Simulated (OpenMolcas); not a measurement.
# Ni: CASSCF and CASPT2 terms and fine-structure levels

Wanted: the level scheme of Ni from active-space wave functions, then second-order correlation under several settings.

The numbers are computed with OpenMolcas 26.06 (state-averaged CASSCF and CASPT2, spin-orbit coupling by RASSI with atomic mean-field integrals), except any that are marked as measured or tabulated.

## 1. What is computed

```
Species                           : Ni (nickel, Z = 28, 28 electrons)
Basis                             : ANO-RCC-VTZP [6s5p3d2f1g], 59 functions
Scalar Hamiltonian                : DKH2, point nucleus
Inactive shells                   : 1s 2s 2p 3s 3p
Active space                      : 10 electrons in 11 orbitals (3d 4s 4d)
Some configurations of this space : 3d⁸ 4s², 3d⁹ 4s, 3d¹⁰
Orbitals                          : optimised for the ground-state spin in each parity, averaged over the low roots
```

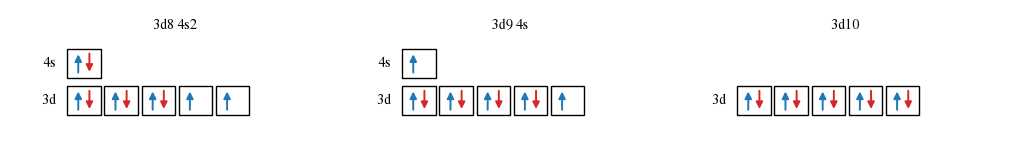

Outer shells as boxes.

Each step is its own input file, run in one work folder so that later steps find the files of earlier ones. Labels, J, g values, rates, χT and fits are worked out afterwards by a script from the matrices that RASSI stores.

## 2. GATEWAY and SEWARD: basis and integrals

Input file a.inp:

```
&GATEWAY
Coord
1

Ni 0.0 0.0 0.0
Basis=ANO-RCC-VTZP
Group=XYZ
NoMove
AngMom=0.0 0.0 0.0
AMFI
&SEWARD
```

The run is started by

```bash
OMP_NUM_THREADS=1 MOLCAS_MEM=2252 MOLCAS_PROJECT=a pymolcas a.inp > a.log
```

Log:

```text
Basis set label: NI.ANO-RCC...6S5P3D2F1G.

      Electronic valence basis set:
      ------------------
      Associated Effective Charge  28.000000 au
      Associated Actual Charge     28.000000 au
      Nuclear Model: Point charge

      Shell  nPrim  nBasis  Cartesian Spherical Contaminant
         s      21       6        X
         p      15       5        X
         d      10       3                 X
         f       6       2                 X
         g       4       1                 X
                  Relativistic Douglas-Kroll-Hess integrals:
                    - DKH order of Hamiltonian: 2
                    - DKH order of Properties : 0
                  Atomic mean-field integrals
```

## 3. A small preliminary run for start orbitals

Input file a.inp:

```
&RASSCF
FileOrb=start.orb
Symmetry=1
Spin=3
nActEl=10 0 0
Inactive=3 6
Ras2=6 0
CIRoot=15 15 1
SDav=15
CIMx=300
Iter=120 100
PrWF=0.3
OrbListing=Nothing
MaxOrb=0
Atom
>>> COPY $Project.JobIph JOBPRE
```

Its output is not shown; its orbitals start the next step.

## 4. Reference wave functions, triplets of even parity, 15 roots

Input file a.inp:

```
&RASSCF
FileOrb=start.orb
Symmetry=1
Spin=3
nActEl=10 0 0
Inactive=3 6
Ras2=11 0
CIRoot=15 15 1
SDav=500
CIMx=300
Iter=120 100
PrWF=0.3
OrbListing=Nothing
MaxOrb=0
Atom
>>> COPY $Project.JobIph JOB001
```

Log, cut to the lines that bear on the results:

```text
[...]
      Number of active orbitals                 11
[...]
      Spin quantum number                      1.0
[...]
      Active orbitals                           11   0
[...]
      Number of CSFs                         98010
      Number of root(s) required                15
[...]
      Convergence after 13 iterations
[...]
      Natural orbitals and occupation numbers for root  1
      sym 1:   1.075080   1.906536   1.986988   1.075162   1.906650   1.999002   0.006536   0.012371   0.012329   0.006488
               0.012859
      Natural orbitals and occupation numbers for root  2
      sym 1:   1.900585   1.080998   1.900803   1.081123   1.986899   1.999002   0.012333   0.006594   0.012256   0.006521
               0.012885
      Natural orbitals and occupation numbers for root  3
      sym 1:   1.302782   1.303112   1.678935   1.678623   1.986820   1.999017   0.008209   0.008035   0.010720   0.010851
               0.012896
::    RASSCF root number  1 Total energy:  -1519.19338289
::    RASSCF root number  2 Total energy:  -1519.19338289
[...]
::    RASSCF root number 12 Total energy:  -1519.18204242
::    RASSCF root number 13 Total energy:  -1519.11361922
::    RASSCF root number 14 Total energy:  -1519.11361922
::    RASSCF root number 15 Total energy:  -1519.11361922
```

## 5. CASSCF: singlets of even parity, 33 roots

Input file a.inp:

```
&RASSCF
FileOrb=start.orb
Symmetry=1
Spin=1
nActEl=10 0 0
Inactive=3 6
Ras2=11 0
CIRoot=33 33 1
SDav=500
CIMx=300
Iter=120 100
PrWF=0.3
OrbListing=Nothing
MaxOrb=0
Atom
CIOnly
>>> COPY $Project.JobIph JOB002
```

Log, cut to the lines that bear on the results:

```text
[...]
      Number of active orbitals                 11
[...]
      Spin quantum number                      0.0
[...]
      Active orbitals                           11   0
[...]
      Number of CSFs                         60984
      Number of root(s) required                33
[...]
      Natural orbitals and occupation numbers for root  1
      sym 1:   1.975577   1.976423   0.992963   1.985227   1.984205   1.018952   0.015047   0.015025   0.006804   0.014678
               0.015099
      Natural orbitals and occupation numbers for root  2
      sym 1:   1.985123   1.977101   1.983390   1.975004   0.975293   1.037436   0.015006   0.014683   0.015061   0.015099
               0.006804
      Natural orbitals and occupation numbers for root  3
      sym 1:   1.977119   0.974827   1.983359   1.974989   1.985119   1.037932   0.015005   0.006804   0.015061   0.015099
               0.014683
::    RASSCF root number  1 Total energy:  -1519.16654518
::    RASSCF root number  2 Total energy:  -1519.16654518
[...]
::    RASSCF root number 27 Total energy:  -1517.47226121
::    RASSCF root number 28 Total energy:  -1517.47226121
::    RASSCF root number 29 Total energy:  -1517.47226121
::    RASSCF root number 30 Total energy:  -1517.47226120
```

CIOnly: the orbitals of an earlier block are kept, and only the CI is solved.

## 6. RASSI: spin-orbit coupling between the states

Input file a.inp:

```
&RASSI
NrOfJobIphs=2 15 10
1 2 3 4 5 6 7 8 9 10 11 12 13 14 15
1 2 3 4 5 6 7 8 9 10
IphNames
JOB001
JOB002
EJob
SpinOrbit
DIPRint=1.0
SOCoupling=1000.0
Subsets=2
MEES
Property=10
'ANGMOM' 1 'ANGMOM' 2 'ANGMOM' 3 'MLTPL  1' 1 'MLTPL  1' 2 'MLTPL  1' 3
'AMFI' 1 'AMFI' 2 'AMFI' 3 'MLTPL  2' 6
SOProperty=3
'ANGMOM' 1 'ANGMOM' 2 'ANGMOM' 3
```

Log, cut to the lines that bear on the results:

```text
SPIN-FREE ENERGIES:
  (Shifted by EMIN (a.u.) =      -1519.1933828942)
 SF State       Relative EMIN(au)   Rel lowest level(eV)    D:o, cm**(-1)      L_eff
     1             0.0000000000        0.0000000000              0.0000         3.0
     2             0.0000000000        0.0000000000              0.0000         3.0
     3             0.0000000000        0.0000000000              0.0000         3.0
     4             0.0000000000        0.0000000000              0.0000         3.0
     5             0.0000000000        0.0000000000              0.0000         3.0
     6             0.0000000000        0.0000000000              0.0000         3.0
     7             0.0000000000        0.0000000000              0.0000         3.0
     8             0.0113404751        0.3085900469           2488.9466         2.0
     9             0.0113404751        0.3085900469           2488.9466         2.0
    10             0.0113404751        0.3085900469           2488.9466         2.0
[...]
Eigenvalues of complex Hamiltonian:
   -----------------------------------
  (Shifted by EMIN (a.u.) =      -1519.1933828942)
 SO State       Relative EMIN(au)   Rel lowest level(eV)    D:o, cm**(-1)     J-value
     1            -0.0044709673        0.0000000000              0.0000         3.4
     2            -0.0044709672        0.0000000008              0.0000         2.9
     3            -0.0044709672        0.0000000006              0.0000         3.8
     4            -0.0044709672        0.0000000008              0.0000         3.2
     5            -0.0044709673        0.0000000001              0.0000         3.4
     6            -0.0044709672        0.0000000011              0.0000         2.4
     7            -0.0044709672        0.0000000011              0.0000         2.3
     8            -0.0044709672        0.0000000007              0.0000         3.8
     9            -0.0044709672        0.0000000010              0.0000         3.1
    10             0.0014901981        0.1622115721           1308.3246         2.4
    11             0.0014901980        0.1622115718           1308.3246         1.6
[...]
```

These steps took 15 min in all on 1 thread of Arm Neoverse V2, shared host.

Spin-free terms, from the roots grouped by L:

```csv
configuration,term,E (cm⁻¹)
3d⁸ 4s²,³F,0.0
3d⁹ 4s,³D,2489
3d⁹ 4s,¹D,5890
3d⁸ 4s²,¹D,15736
3d⁸ 4s²,³P,17506
```

Levels with spin-orbit coupling, from the RASSI matrices grouped by J:

| Configuration | Term | J | E (cm⁻¹) | Leading % | Second |
| --- | --- | --- | --- | --- | --- |
| 3d⁸ 4s² | ³F | 4 | 0.0 | 100 |  |
| 3d⁸ 4s² | ³F | 3 | 1308 | 100 |  |
| 3d⁸ 4s² | ³F | 2 | 2211 | 99 |  |
| 3d⁹ 4s | ³D | 3 | 2869 | 100 |  |
| 3d⁹ 4s | ³D | 2 | 3613 | 95 | 5 ¹D |
| 3d⁹ 4s | ³D | 1 | 4372 | 100 |  |
| 3d⁹ 4s | ¹D | 2 | 7032 | 95 | 5 ³D |
| 3d⁸ 4s² | ¹D | 2 | 16285 | 78 | 21 ³P |
| 3d⁸ 4s² | ³P | 2 | 18655 | 79 | 21 ¹D |
| 3d⁸ 4s² | ³P | 1 | 18828 | 100 |  |

The table of levels holds 10 of 11 computed; the rest, higher up, is left out.

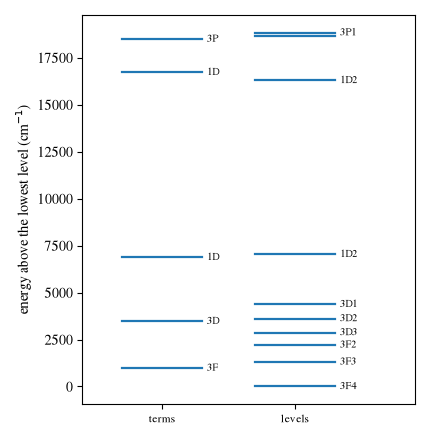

Terms (left) and the levels that spin-orbit coupling splits them into (right).

Orbitals of the lowest block:

```csv
shell,space,energy (hartree),mean occupation,⟨r²⟩ (bohr²)
1s,inactive,-308.7259,2.000,0.00389
2s,inactive,-38.5768,2.000,0.0700
2p,inactive,-33.0391,6.000,0.0566
3s,inactive,-4.9592,2.000,0.636
3p,inactive,-3.2614,6.000,0.722
3d,RAS2,,8.272,1.40
4s,RAS2,,1.666,10.6
4d,RAS2,,0.062,3.68
```

The strongest lines between these levels (CASSCF energies, vacuum wavelengths; moments from the reference wave functions; branching within the model space):

```csv
upper,lower,type,λ (nm),A (s-1),branching %
3d⁸ 4s² ³P₂,3d⁸ 4s² ³F₄,E2,536.1,1.13e-01,18.5
3d⁸ 4s² ³P₁,3d⁸ 4s² ³F₃,E2,570.8,9.17e-02,21.3
3d⁸ 4s² ³P₂,3d⁸ 4s² ³F₃,M1,576.5,1.57e-01,25.7
3d⁸ 4s² ³P₂,3d⁸ 4s² ³F₃,E2,576.5,1.99e-02,3.2
3d⁸ 4s² ³P₁,3d⁸ 4s² ³F₂,E2,601.8,3.45e-02,8.0
3d⁸ 4s² ³P₂,3d⁸ 4s² ³F₂,M1,608.1,4.08e-02,6.7
3d⁸ 4s² ¹D₂,3d⁸ 4s² ³F₄,E2,614.1,1.51e-02,1.9
3d⁸ 4s² ³P₁,3d⁹ 4s ³D₃,E2,626.6,1.25e-01,29.0
3d⁸ 4s² ³P₂,3d⁹ 4s ³D₃,E2,633.5,1.11e-01,18.1
3d⁸ 4s² ³P₂,3d⁹ 4s ³D₂,E2,664.8,3.65e-02,6.0
3d⁸ 4s² ¹D₂,3d⁸ 4s² ³F₃,M1,667.7,5.04e-01,62.7
3d⁸ 4s² ³P₁,3d⁹ 4s ³D₁,E2,691.8,7.41e-02,17.2
3d⁸ 4s² ¹D₂,3d⁸ 4s² ³F₂,M1,710.5,2.29e-01,28.5
3d⁸ 4s² ¹D₂,3d⁹ 4s ³D₃,E2,745.4,1.48e-02,1.8
3d⁸ 4s² ¹D₂,3d⁹ 4s ³D₂,E2,789.1,1.55e-02,1.9
3d⁸ 4s² ³P₂,3d⁹ 4s ¹D₂,E2,860.4,1.94e-02,3.2
3d⁹ 4s ¹D₂,3d⁹ 4s ³D₃,M1,2402,8.40e-02,68.0
3d⁹ 4s ¹D₂,3d⁹ 4s ³D₁,M1,3759,2.11e-02,17.1
3d⁸ 4s² ³P₁,3d⁸ 4s² ¹D₂,M1,3933,7.91e-02,18.3
3d⁸ 4s² ³P₂,3d⁸ 4s² ¹D₂,M1,4221,9.12e-02,14.9
3d⁸ 4s² ³F₃,3d⁸ 4s² ³F₄,M1,7643,5.85e-02,100.0
3d⁸ 4s² ³F₂,3d⁸ 4s² ³F₃,M1,11080,2.64e-02,100.0
```

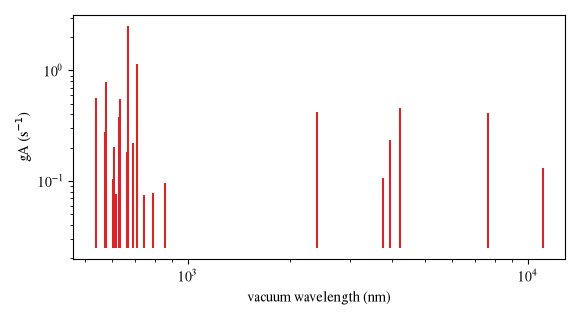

The lines as sticks of height gA, A times the degeneracy of the upper level: electric dipole blue, forbidden lines red.

## 7. CASPT2: IPEA 0.25, imaginary shift 0.1 (closed shells correlated: 3s 3p)

Input file a.inp:

```
>>> COPY JOB001 $Project.JobIph
&CASPT2
Multistate=15 1 2 3 4 5 6 7 8 9 10 11 12 13 14 15
Frozen=2 3
IPEA=0.25
Imaginary=0.1
MaxIter=60
WThr=0.0 0.3 0.05
PrWF=0.5
NoMix
>>> COPY JOB002 $Project.JobIph
&CASPT2
Multistate=10 1 2 3 4 5 6 7 8 9 10
Frozen=2 3
IPEA=0.25
Imaginary=0.1
MaxIter=60
WThr=0.0 0.3 0.05
PrWF=0.5
NoMix
```

The run is started by

```bash
OMP_NUM_THREADS=1 MOLCAS_MEM=2252 MOLCAS_PROJECT=a pymolcas a.inp > a.log
```

Log, cut to the lines that bear on the results:

```text
[...]
      Active orbitals                           11   0
[...]
      E2 (Variational):          -0.5400144989
      Total energy:           -1519.7333973931
[...]
::    CASPT2 Root  1     Total energy:  -1519.73339739
::    CASPT2 Root  2     Total energy:  -1519.73352219
[...]
::    MS-CASPT2 Root  7     Total energy:  -1519.67557506
::    MS-CASPT2 Root  8     Total energy:  -1519.67555471
::    MS-CASPT2 Root  9     Total energy:  -1519.67552247
::    MS-CASPT2 Root 10     Total energy:  -1519.67546270
```

This run took 1.5 h in all on 1 thread of Arm Neoverse V2, shared host.

SS-CASPT2: lowest energy less the reference's lowest, -0.5407 hartree; reference weights 0.916 to 0.931. These are the single-state energies of the run (the lines without MS-).

The roots that group into whole terms:

```csv
configuration,term,E (cm⁻¹),spread (cm-1)
3d⁸ 4s²,³F,0.0,560
3d⁹ 4s,³D,528,5
3d⁹ 4s,¹D,2250,93
3d⁸ 4s²,¹D,12750,6
3d⁸ 4s²,³P,14550,10
```

Levels with spin-orbit coupling, from the RASSI matrix with the averaged CASPT2 term energies on its diagonal:

```csv
Configuration,Term,J,E (cm⁻¹),Leading %
3d⁸ 4s²,³F,4,0.0,100
3d⁹ 4s,³D,3,908,100
3d⁸ 4s²,³F,3,1308,100
3d⁹ 4s,³D,2,1507,84
3d⁸ 4s²,³F,2,2180,97
3d⁹ 4s,³D,1,2410,100
3d⁹ 4s,¹D,2,3550,84
3d⁸ 4s²,¹D,2,13320,78
3d⁸ 4s²,³P,2,15700,79
3d⁸ 4s²,³P,1,15870,100
3d⁸ 4s²,³P,0,16210,100
```

## 8. CASPT2: IPEA 0, imaginary shift 0.1 (closed shells correlated: 3s 3p)

Edit a.inp of step 7 so:

```diff
@@ -4,3 +4,3 @@
 Frozen=2 3
-IPEA=0.25
+IPEA=0.0
 Imaginary=0.1
@@ -14,3 +14,3 @@
 Frozen=2 3
-IPEA=0.25
+IPEA=0.0
 Imaginary=0.1
```

The run is started by

```bash
OMP_NUM_THREADS=1 MOLCAS_MEM=2252 MOLCAS_PROJECT=a pymolcas a.inp > a.log
```

Log, cut to the lines that bear on the results:

```text
[...]
      Active orbitals                           11   0
[...]
      E2 (Variational):          -0.5450231311
      Total energy:           -1519.7384060253
[...]
::    CASPT2 Root  1     Total energy:  -1519.73840603
::    CASPT2 Root  2     Total energy:  -1519.73851028
[...]
::    MS-CASPT2 Root  7     Total energy:  -1519.68131796
::    MS-CASPT2 Root  8     Total energy:  -1519.68127874
::    MS-CASPT2 Root  9     Total energy:  -1519.68121040
::    MS-CASPT2 Root 10     Total energy:  -1519.68113378
```

This run: 87 min of run time, 1 thread of Arm Neoverse V2, shared host.

SS-CASPT2: lowest energy less the reference's lowest, -0.5461 hartree; reference weights 0.920 to 0.932. These are the single-state energies of the run (the lines without MS-).

Fine-structure levels, from the RASSI matrix with the averaged CASPT2 term energies on its diagonal:

| Configuration | Term | J | E (cm⁻¹) | g | Leading % | Second |
| --- | --- | --- | --- | --- | --- | --- |
| 3d⁸ 4s² | ³F | 4 | 0.0 | 1.251 | 100 |  |
| 3d⁹ 4s | ³D | 3 | 1168 | 1.334 | 100 |  |
| 3d⁸ 4s² | ³F | 3 | 1309 | 1.084 | 100 |  |
| 3d⁹ 4s | ³D | 2 | 1770 | 1.135 | 84 | 15 ¹D |
| 3d⁸ 4s² | ³F | 2 | 2190 | 0.681 | 97 | 2 ³D |
| 3d⁹ 4s | ³D | 1 | 2670 | 0.499 | 100 |  |
| 3d⁹ 4s | ¹D | 2 | 3840 | 1.020 | 85 | 14 ³D |
| 3d⁸ 4s² | ¹D | 2 | 13210 | 1.107 | 77 | 22 ³P |
| 3d⁸ 4s² | ³P | 2 | 15550 | 1.391 | 78 | 22 ¹D |
| 3d⁸ 4s² | ³P | 1 | 15720 | 1.501 | 100 |  |
| 3d⁸ 4s² | ³P | 0 | 16060 |  | 100 |  |

## 9. The methods side by side

A. CASSCF
B. SS-CASPT2, IPEA 0.25, imaginary shift 0.1 (closed shells correlated: 3s 3p)
C. SS-CASPT2, IPEA 0, imaginary shift 0.1 (closed shells correlated: 3s 3p)

Energies in cm⁻¹ above each method's lowest level.

```csv
level,A,B,C
3d⁸ 4s² ³F₄,0.0,0.0,0.0
3d⁸ 4s² ³F₃,1308,1308,1309
3d⁸ 4s² ³F₂,2211,2180,2190
3d⁹ 4s ³D₃,2869,908,1168
3d⁹ 4s ³D₂,3613,1507,1770
3d⁹ 4s ³D₁,4372,2410,2670
3d⁹ 4s ¹D₂,7032,3550,3840
3d⁸ 4s² ¹D₂,16285,13320,13210
3d⁸ 4s² ³P₂,18655,15700,15550
3d⁸ 4s² ³P₁,18828,15870,15720
```

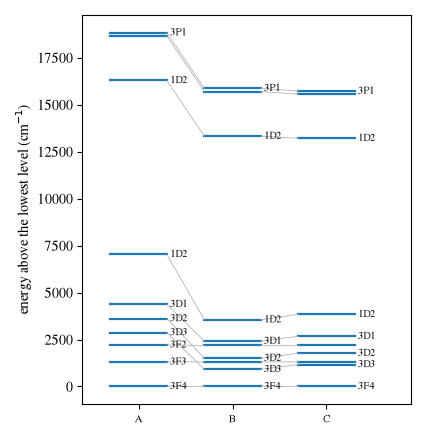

The same levels, method by method.

## 10. Results

| quantity | value |
| --- | --- |
| method | SS-CASPT2, IPEA 0.25, imaginary shift 0.1 (closed shells correlated: 3s 3p) |
| lowest level | 3d⁸ 4s² ³F₄, 100 % of that term, g = 1.251 |
| ground level listed by NIST | 3F4 |
| first excited level | 3d⁹ 4s ³D₃ at 908 cm⁻¹ |
| spin-orbit lowering of the lowest level | 981 cm⁻¹ |
| strongest of the lines computed, by gA (one parity, so forbidden lines), at CASSCF energies | 3d⁸ 4s² ¹D₂ → 3d⁸ 4s² ³F₃, 667.7 nm, A = 5.04e-01 s⁻¹ |

What each method costs and misses:

```csv
method,time of its own steps,time with the reference,mean absolute difference from method B (cm-1)
A. CASSCF,15 min,15 min,1800
"B. SS-CASPT2, IPEA 0.25, imaginary shift 0.1, +3s 3p",1.5 h,1.8 h,0
"C. SS-CASPT2, IPEA 0, imaginary shift 0.1, +3s 3p",87 min,1.7 h,150
```

Times are of one thread on a shared host.

In words: The multiplet ³F is inverted; its intervals divided by the larger J differ by 11 % of their mean, where Landé's rule for pure LS coupling makes them equal. Second-order correlation (method B) scales the levels of the lowest configuration above 5000 cm⁻¹ by 0.82 to 0.84. Only the configurations of the active space and the roots asked for are present. The singlets rest on orbitals optimised for another spin in at least one step, which raises them against the optimised states. Not all states of the active space went into the spin-orbit step. CASPT2 does not keep the components of a term degenerate, and the means are used. The levels of the extra active shells were not computed. Only valence configurations of the active space appear, up to the ionisation limit; * or ° marks odd parity.
